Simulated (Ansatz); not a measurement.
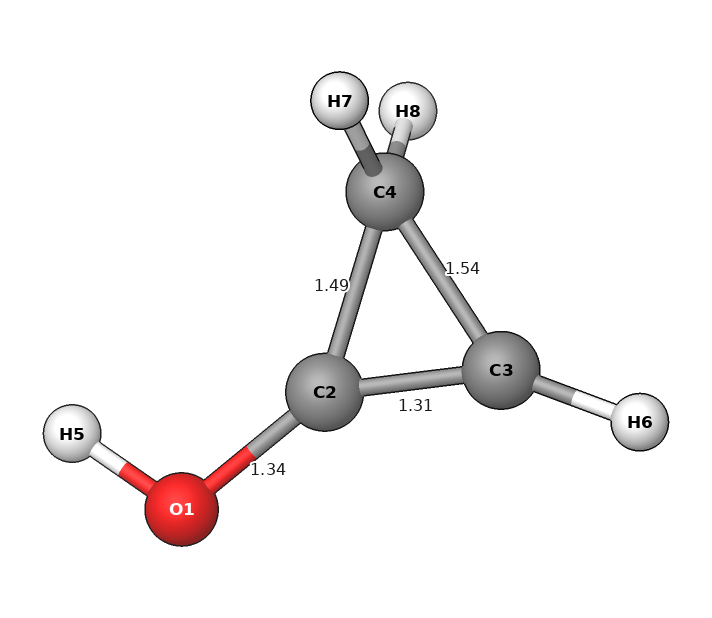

Bond lengths are marked in Å; every bond is drawn as one stick. Computed geometry: PBE-D4/def2-SVP optimisation. No frequency run is at hand to confirm it as a minimum.

### Which of the marked bonds are single, double, triple or aromatic?

O1–C2 single; C2–C3 double; C2–C4 single; C3–C4 single.

### Give the structure as SMILES.

OC1=CC1
